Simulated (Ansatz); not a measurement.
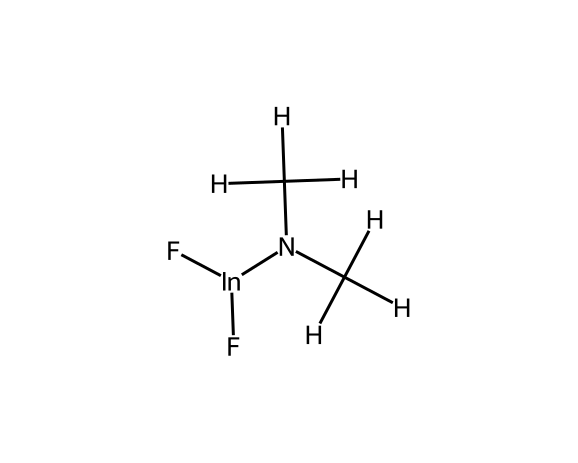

A structural formula.

> Give its SMILES.

C[N](C)[In]([F])[F]

> What is the molecular formula?

C2H6F2InN.

> An optimisation with PBE0-D4/def2-TZVP gave a structure of which point group?

Cs. Other conformers may differ.

More results for the same structure follow; atom numbers are the same in all pictures, views and colours differ. The computed structure is the end point of a PBE0-D4/def2-TZVP optimisation.

Vibrations

Harmonic vibrations computed with RKS PBE0-D4/def2-TZVP, core potentials on In (Ansatz 0.2.0) at a stationary point of the same level.

> List the wavenumbers.

30 modes: 55, 71, 85, 118, 132, 228, 239, 260, 298, 530, 604, 605, 1004, 1091, 1119, 1148, 1236, 1290, 1445, 1467, 1468, 1476, 1499, 1515, 2980, 2983, 3023, 3032, 3117, 3117 cm⁻¹.

Dipole moment

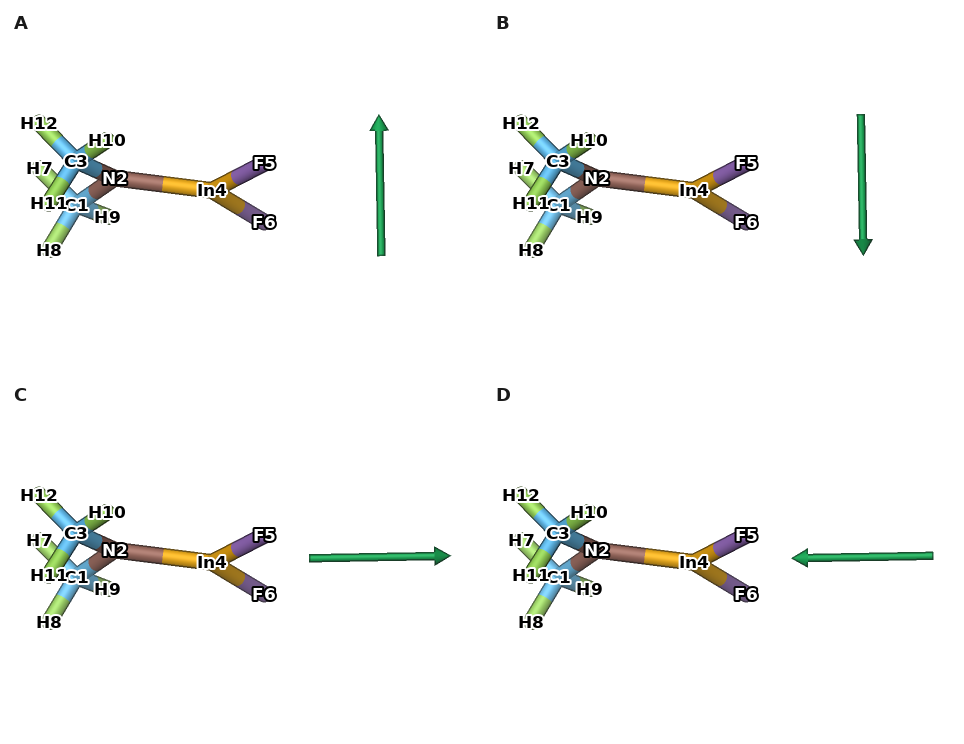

The same molecule four times, each with an arrow. Method: RKS PBE0-D4/def2-TZVP, core potentials on In (Ansatz 0.2.0).

> Which arrow points along the dipole moment, from the negative to the positive end?

D. The dipole moment is 3.88 D; it points from the side of F5, F6 to the side of H7, H12 (the outermost atoms at the two ends).

Electronic properties

Method: RKS r2SCANh-D4/def2-TZVPP, core potentials on In (Ansatz 0.2.0).

> Estimate the HOMO energy (Kohn–Sham orbital).

−6.30 eV.

> What is the LUMO energy (Kohn–Sham orbital)?

−2.55 eV.

> What is the dispersion correction?

−6.2 kJ/mol.

Charges

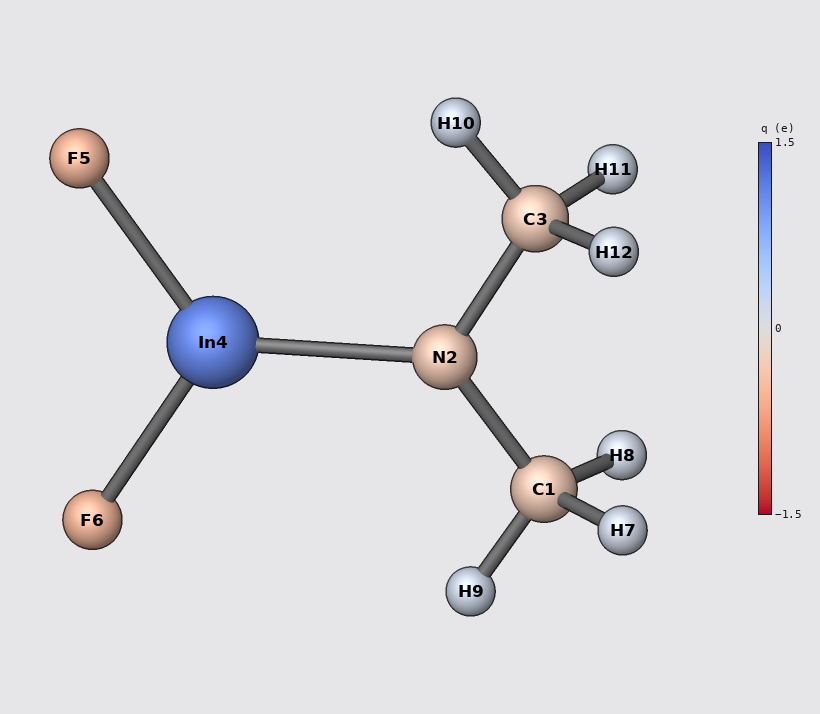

Atoms are coloured by their Mulliken charges. Level of theory: RKS PBE0-D4/def2-TZVP, core potentials on In (Ansatz 0.2.0).

> Which atom carries the highest charge (most positive or least negative)?

In4 (1.05 e).

> And the lowest?

F5, F6 (−0.47 e).

Give the Mulliken charges atom by atom.

| atom | value (e) |
| --- | --- |
| C1 | −0.29 |
| N2 | −0.30 |
| C3 | −0.29 |
| In4 | 1.05 |
| F5 | −0.47 |
| F6 | −0.47 |
| H7 | 0.12 |
| H8 | 0.12 |
| H9 | 0.15 |
| H10 | 0.14 |
| H11 | 0.12 |
| H12 | 0.12 |

Mulliken values depend strongly on the basis set and can even reverse the polarity of a bond.
